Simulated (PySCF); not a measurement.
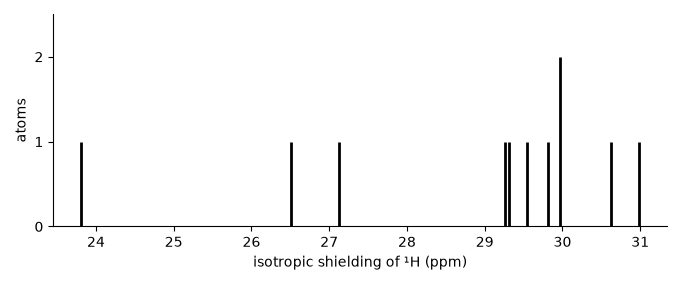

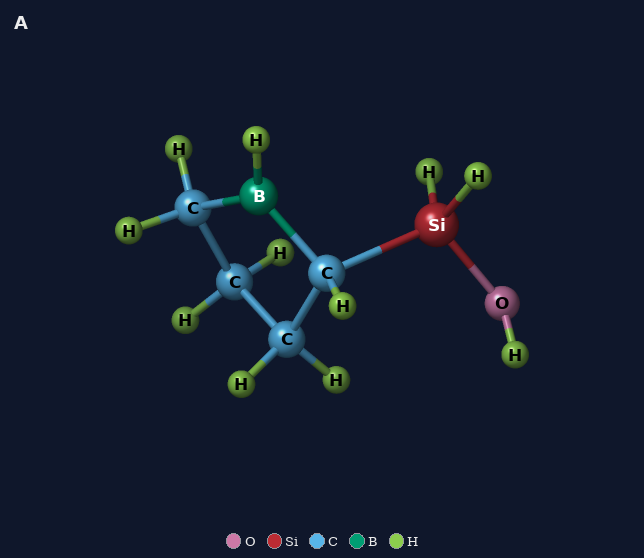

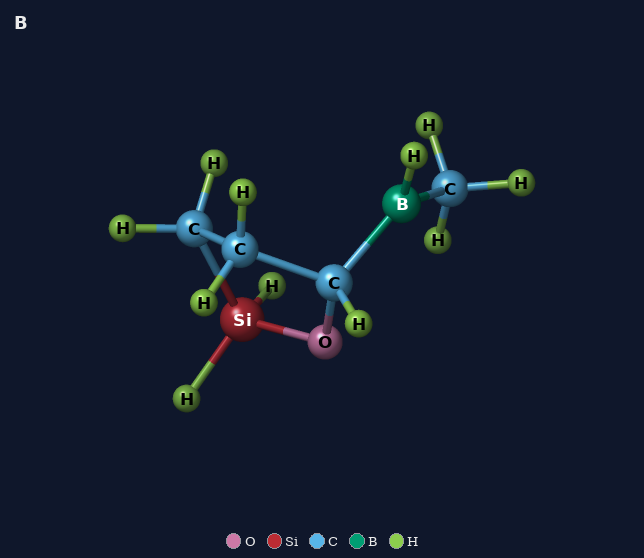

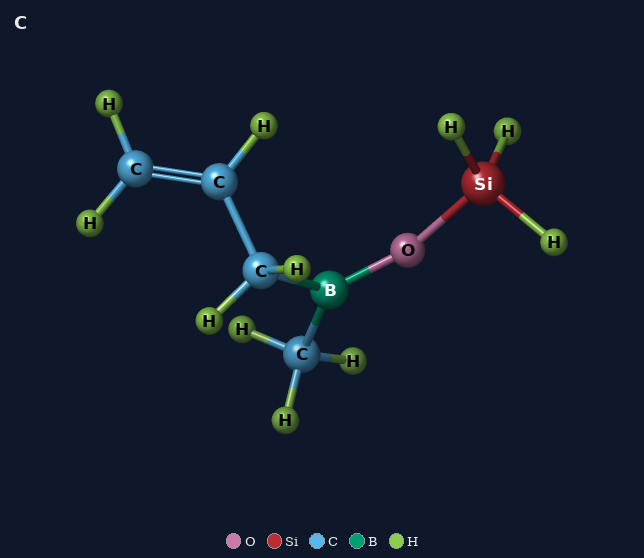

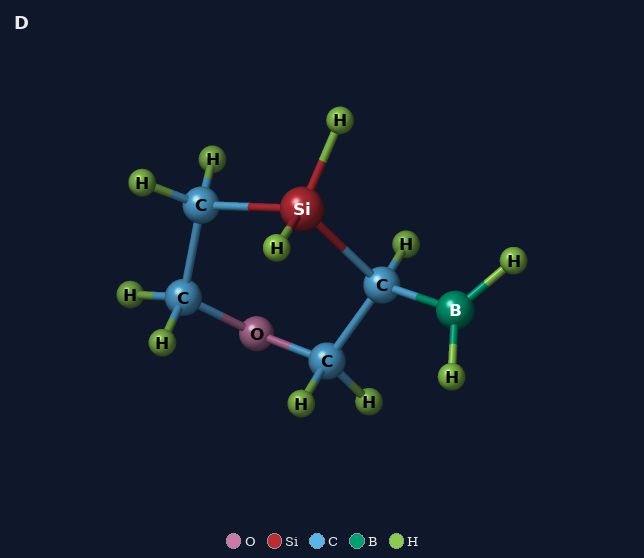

The sticks are computed shieldings of one of the molecules, for one fixed geometry (GFN2-xTB) without averaging over rotations. Low shielding means a high chemical shift. Method: GIAO PBE0/pcSseg-1 NMR shielding, non-relativistic, gas phase (PySCF 2.14.0).

**Match the spectrum to a structure.**

A, `O[SiH2][C@H]1BCCC1`. Its 11 H atoms give lines at 23.81, 26.50, 27.12, 29.26, 29.31, 29.55, 29.81, 29.96 (2 atoms), 30.62, 30.98 ppm.

The geometry is semi-empirical. Around B, Si such bond lengths and angles can be off by a tenth of an ångström or more and by several degrees, and values that hang on the shape move with them.
